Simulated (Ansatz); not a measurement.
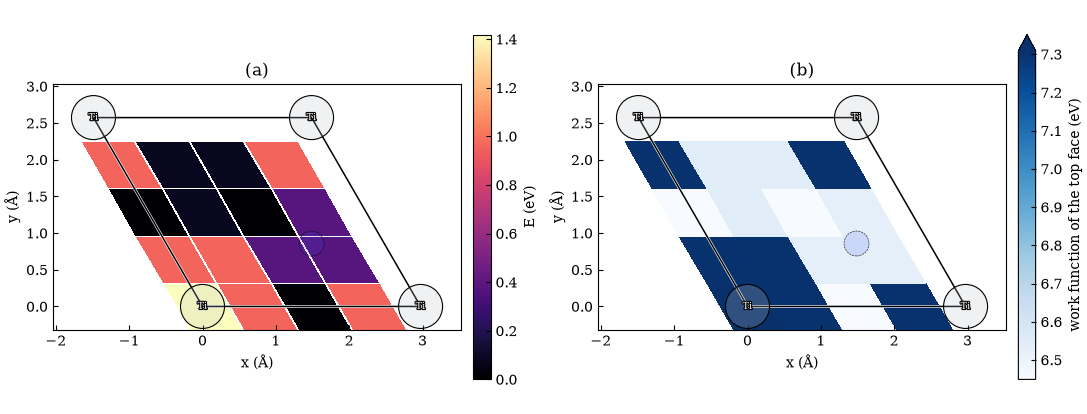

C on a TiN(111) slab cut from the Fm-3m phase (8 atoms of substrate and one adsorbate in a 1 × 1 cell). 
- One C atom a 1 × 1 cell is placed over a mesh of places on the rigid (1 1 1) surface, and only its height is relaxed.
- Places are given modulo a cell vector. The map is drawn in real space over the plane of the surface.
- The grid has 4 × 4 points.
- All energies are given in eV relative to the lowest grid point.
- This mesh misses the points at thirds of the hexagonal cell. With one adsorbate in each 1 × 1 cell, its nearest image is 3.0 Å away, so neighbouring adsorbates interact.
- All numbers below come from Ansatz, DFT PBEsol, scalar-relativistic, plane waves, PAW.

Panel (a) is the energy and panel (b) the computed work function of the top face on the same grid.

Drawn: one coloured cell a grid point, labelled circles for the atoms of the top layer and small ones for the second layer, the outline of one cell of the plane.

### How does the work function of the top face vary over the map, and what is it at the lowest grid point?

It runs from 6.45 eV at a bridge site between two Ti atoms, (0/4, 2/4) of the cell vectors to 7.31 eV at the top site over a surface Ti atom, (0/4, 0/4) of the cell vectors. At the lowest grid point, a bridge site between two Ti atoms, (0/4, 2/4) of the cell vectors, it is 6.45 eV.
